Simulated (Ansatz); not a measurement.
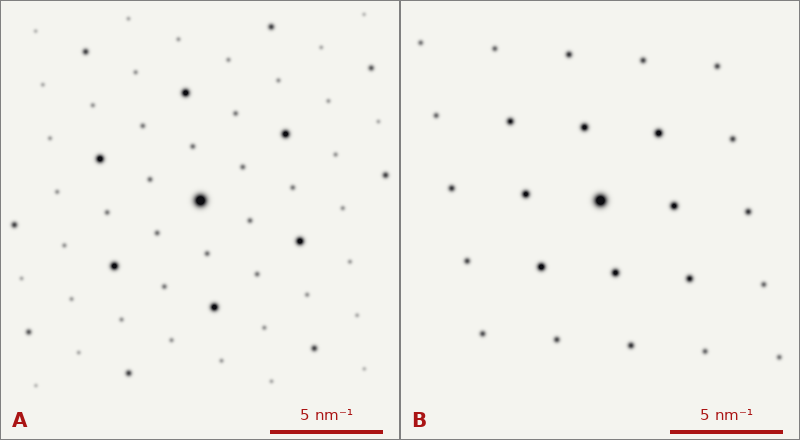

Kinematic electron diffraction patterns (200 kV, B = 0.5 Å², same scale, each along a low-index zone) of two structures of composition LiP2, each relaxed at zero pressure with Ansatz 0.2.0, DFT PBE, scalar-relativistic, plane waves, PAW.

The structures (standard cells):
1. Immm (No. 71), a = 3.727 Å, b = 4.997 Å, c = 5.773 Å, 6 atoms; generated start, possibly hypothetical
2. P6_422 (No. 181), a = 4.747 Å, c = 7.842 Å (hexagonal axes), 9 atoms; generated start, possibly hypothetical

Q: Which pattern belongs to which structure, and along which zone?

A: A is structure 2 along [001]: hexagonal net of 1 -1 0 at d = 4.11 Å and 1 0 0 at d = 4.11 Å, 60.0° apart. B is structure 1 along [001]: centred rectangular net of 1 -1 0 at d = 2.99 Å and 1 1 0 at d = 2.99 Å, 73.4° apart.

Q: Rank the structures by their computed energy.

A: Structure 2 (P6_422, 17.00 Å³ an atom) is the lowest of these; structure 1 (Immm, 17.92 Å³ an atom) lies about 130 meV an atom higher. These are static energies at 0 K; other structures, not shown, may lie lower still.
